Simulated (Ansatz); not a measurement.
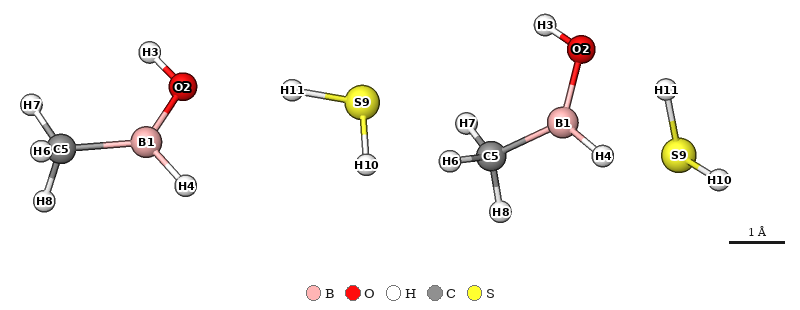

Two geometries of CH7BOS, drawn at one scale. One is the start of a relaxation, the other its converged end. A ball-and-stick model, seen from a free direction.

Theory: Ansatz 0.2.0, RKS PBE-D4/6-31G*. Settings: no spin polarisation; force threshold 0.03 eV/Å; at most 50 steps.

Which geometry has the lower energy?

The left one is the relaxed one. The run prepares an end point of a later path (reaction) calculation, from a guessed geometry. The energy falls by 2.00 kcal/mol in 26 geometry steps. The largest force component goes from 0.49 to 0.02 eV/Å. The forces were under the threshold at step 9, but the run went on from there. The largest move after the best rigid fit is that of S9, 1.83 Å. Largest moves by element: S 1.83 Å, H 1.09 Å, O 1.02 Å, C 0.67 Å, B 0.54 Å. Some distances before and after: B1–O2 1.395 → 1.373 Å, S9–H11 1.383 → 1.365 Å. Among the angles between lasting bonds that change: B1–O2–H3 109.5° → 111.9°.

Limits of the set-up: the start holds two separate molecules, 2.2 Å apart at their closest, whose relative position is a soft coordinate.
